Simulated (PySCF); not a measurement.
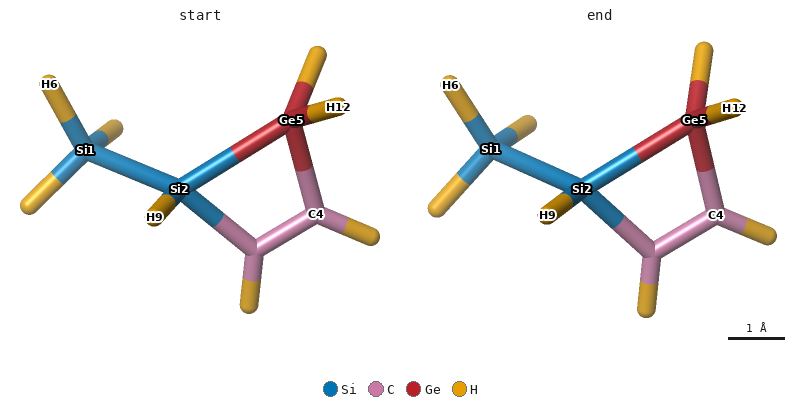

The structure of C₂H₈GeSi₂ before (left) and after (right) a relaxation, at one scale.

A stick model, seen at a tilt.

The start comes from GFN2-xTB. Its atoms were then displaced at random by about 0.01 Å.

Method: PySCF 2.14.0, density-fitted response routines, PBE0-D3(BJ)/def2-SVP geometry optimisation, gas phase. 

Summarise the run.

The largest moves after the best rigid fit, 0.27 Å, are those of H atoms. By element the largest moves are H 0.27 Å, Si 0.11 Å, Ge 0.09 Å, C 0.08 Å. Among the contacts that change: H–Si 1.444 → 1.497 Å, C–C 1.300 → 1.353 Å, H–Si 1.462 → 1.496 Å, Ge–H 1.511 → 1.541 Å. Among the angles between lasting bonds that change: Si–Ge–H 130.0° → 120.1°, H–Ge–H 99.4° → 108.8°, Ge–Si–H 111.3° → 120.3°. The energy falls by 7.61 kcal/mol in 9 geometry steps.
